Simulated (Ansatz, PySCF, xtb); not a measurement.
Torsion H4–S1–Si2–S3 in H2S2Si (SMILES S[Si]S); at each angle all else is relaxed with GFN2-xTB, and the levels are single points there.
Geometry at 180° (charge 0, multiplicity 1):
```tsv
atom	x (Å)	y (Å)	z (Å)
S	1.6579	-0.4988	0.0537
Si	-0.1127	-1.1893	-1.0280
S	-0.1042	-3.2659	-0.3996
H	1.5830	0.7518	-0.3755
H	0.9710	-3.2404	0.3752
```
Energies count from the point at 180°.

Cores are frozen in the correlated methods. CBS(a, b) extrapolates the correlation energy as X⁻³ and adds the Hartree–Fock energy of set b. Rows in STO-3G carry no dispersion term and start afresh at each structure.

Codes used: Ansatz (Gaussian orbitals); PySCF for STO-3G rows, the dispersion terms; xtb for the GFN methods. Values without a source in brackets are computed.

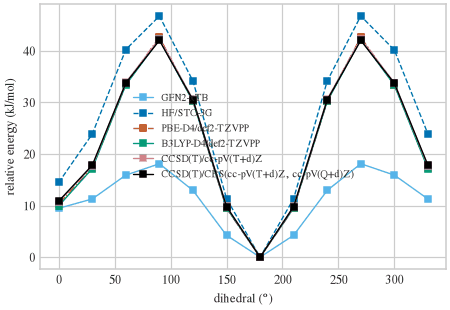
*Relative energy along the coordinate*

**Question.** Read off the GFN2-xTB curve at dihedral = 120.

**Answer.** about 13 kJ/mol

Ansatz is an electronic-structure program.
